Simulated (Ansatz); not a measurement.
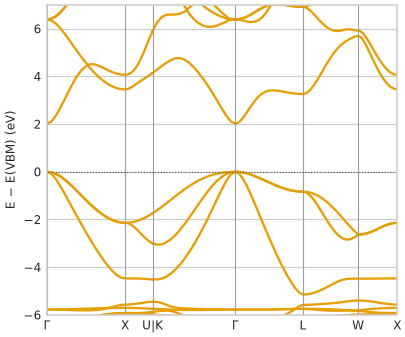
Fig. 1. Band structure from plane-wave PAW PBE (Ansatz code)

### Question
Read off the gap and where the band edges lie.

### Answer
About 2.0 eV (2.01 eV by a search for the band edges); maximum at Γ, minimum at Γ.

The material is ZnS (zinc blende, F-43m).

The PBE relaxation kept the symmetry of its start.

Potentials: the earlier of the program's two PAW sets.
